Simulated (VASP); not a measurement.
Band structure of RbCaH3 (space group Pm-3m). Computed with PBEsol GGA, VASP's PBE PAW potentials (set 64) (plane waves; VASP).

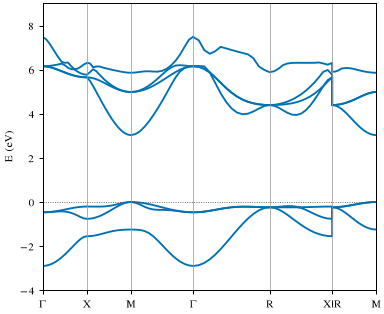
Bands along high-symmetry lines, zero at the valence-band maximum or, without a gap, the Fermi level

Task: Read the plot: is there a gap, and where are the band edges?

Result: The gap is direct, 3.03 eV, from the valence maximum at M to the conduction minimum at M. (Edges off the drawn lines would not show.)

The structure comes from a computed database's RbCaH3 entry (Pm-3m); how it stands against other phases isn't given here. It was relaxed first.
